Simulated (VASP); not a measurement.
Band structure of MgZn$_{2}$O$_{3}$ (space group P-3m1). These are PBEsol GGA, VASP's PBE PAW potentials (set 64) (plane waves; VASP 6.6.1) values and carry that method's errors.

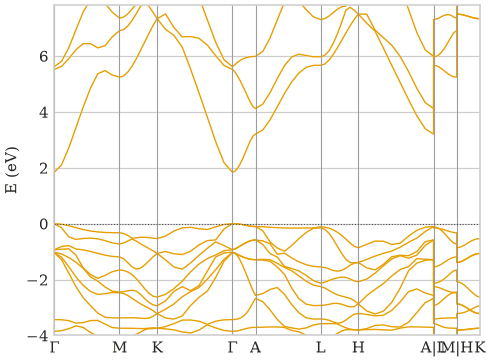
Bands along high-symmetry lines, zero at the valence-band maximum or, without a gap, the Fermi level

Question: Read the plot: is there a gap, and where are the band edges?

Answer: The gap is direct, 1.84 eV, from the valence maximum at Γ to the conduction minimum at Γ. (Edges off the drawn lines would not show.)

The structure comes from a computed database's MgZn2O3 entry (P-3m1); how it stands against other phases isn't given here. It was relaxed first.
